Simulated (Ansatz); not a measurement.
## Energy against volume for Ag (fcc, Cu type)

Ag (fcc, Cu type)

```xyz
1
Lattice="0.0000 2.0272 2.0272 2.0272 0.0000 2.0272 2.0272 2.0272 0.0000" Properties=species:S:1:pos:R:3 pbc="T T T"
Ag     0.0000     0.0000     0.0000
```

This relaxed cell (volume V₀) is scaled evenly in all directions, its shape held. Symmetry pins the atoms to their sites.

Method: PBEsol (plane waves to 420 eV, PAW, scalar-relativistic; Ansatz, a program for electronic structure). k mesh 21×21×21 (Γ-centred), Fermi-Dirac smearing 0.05 eV. The energy includes the smearing's −TS. Stress and pressure are positive under compression. Ag was relaxed with its symmetry unable to fall. The zero of ΔE is the relaxed starting cell.

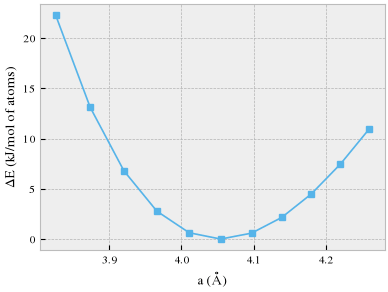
Figure. ΔE (kJ/mol of atoms) against a (Å); one marker a computed point.

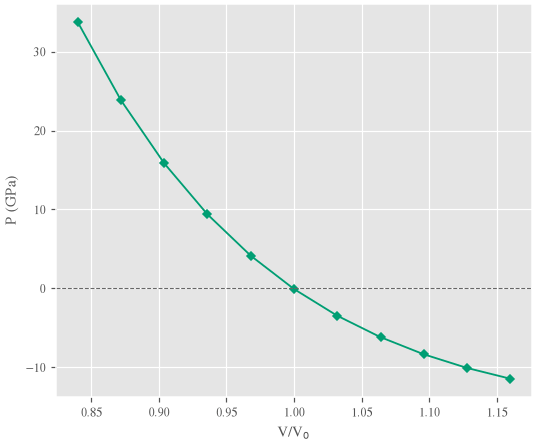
Figure: P (GPa) against V/V₀; computed points joined by lines.

The energy cost of the largest compression comes out as 231 meV/atom and the pressure for 5 % compression (fit) is 7.0 GPa. The bulk modulus B₀ (third-order Birch-Murnaghan fit) is 118 GPa, the pressure at the smallest volume is 33.8 GPa and the pressure derivative B₀′ (fit) is 5.8.

P = (3B₀/2)(x⁷ − x⁵)[1 + ¾(B₀′ − 4)(x² − 1)] with x = (1/0.95)^(1/3), B₀ = 118 GPa and B₀′ = 5.75.

(Under strain, the slope of the energy per volume gives the stress and its curvature an elastic modulus.)
